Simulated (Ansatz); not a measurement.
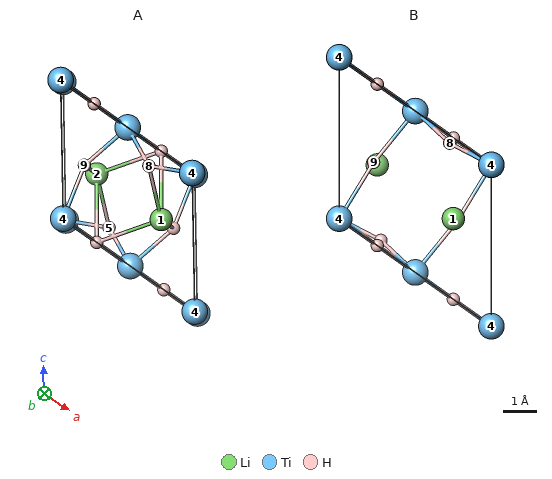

Two geometries of solid LiTiH3 (a generated structure, set up in I4/mcm) (coarse preliminary run), drawn at one scale. One is the start of a relaxation, the other its converged end. Style: ball-and-stick. Shown: the cell of the calculation, along the b axis.

Theory: Ansatz, DFT PBE, scalar-relativistic, plane waves, PAW. (plane-wave cutoff 420 eV; k-point mesh 4 × 4 × 4; occupations gaussian; smearing width 0.1 eV; no spin polarisation; cell and atoms relaxed; force threshold 0.04 eV/Å; at most 70 steps)

> Which of the two is the end point?

Structure A is the relaxed one. The largest moves relative to the cell, 0.43 Å, are those of H atoms. Li and Ti stay in place. The drawn cell changes as follows: a = b = c 5.819 → 5.032 Å (−13.5 %), α 120.0° → 121.3°, β 120.0° → 121.3°, γ 90.0° → 87.8°; the volume changes by −36.7 %. Some distances before and after: H–Li 2.774 → 2.145 Å, H–Li 2.910 → 2.466 Å, H–Ti 2.057 → 1.814 Å, H–Ti 2.067 → 1.844 Å. Bond angles that change, for instance: Ti–H–Ti 169.0° → 142.1°. The space group stays I4/mcm (No. 140). After 7 accepted moves (8 points after the start) the energy has fallen by 270 meV per atom. The largest force component goes from 0.032 to 0.00017 eV/Å. The pressure goes from −12.35 to −0.09 GPa. The SCF was repeated once at an unchanged geometry on a basis and grid sized afresh for the cell, which shifted the energy by 1.5 meV per atom at most. Cost: 16 s on 1 thread of Intel(R) Xeon(R) 6975P-C (Granite Rapids), on a shared host, peak memory 0.47 GiB.
